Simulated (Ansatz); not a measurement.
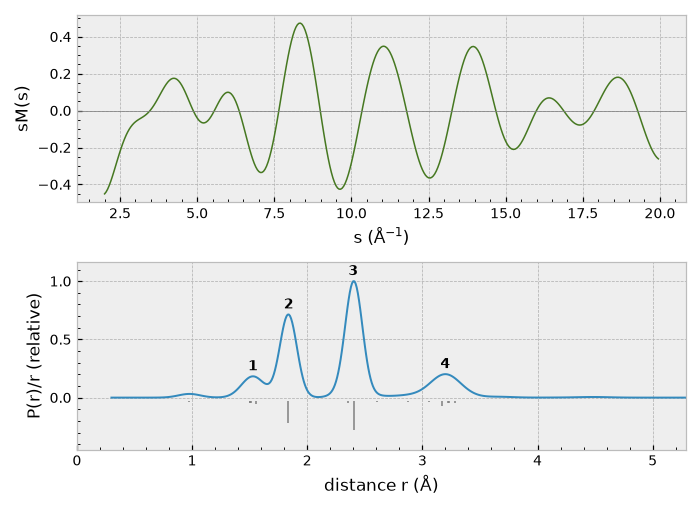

Simulated gas electron diffraction: reduced molecular intensity sM(s) from the Debye equation in the first Born approximation (top) and the radial distribution curve (bottom) of AsH5OSi. Each pair of atoms contributes with weight ZᵢZⱼ/r (bars below the curve); damping constant 0.0015 Å²; vibrational amplitudes assumed, not computed: 0.05 Å for bonds, 0.078 Å for bonds to H, 0.06 + 0.015 r up to 0.15 Å for other pairs. The geometry is the end point of an optimisation (RKS PBE-D4/def2-SVP in Ansatz); it may be a saddle point or a higher isomer.

Read the positions of the numbered peaks and name the main pairs (– for bonds).

Answer. Peak 1, 1.53 Å: Si–H 1.50–1.51 Å (×3), As–H 1.56 Å, not resolved
Peak 2, 1.84 Å: As–O 1.84 Å
Peak 3, 2.40 Å: As–Si 2.41 Å
Peak 4, 3.20 Å: Si···O 3.17 Å, As···H 3.22–3.28 Å (×3), not resolved
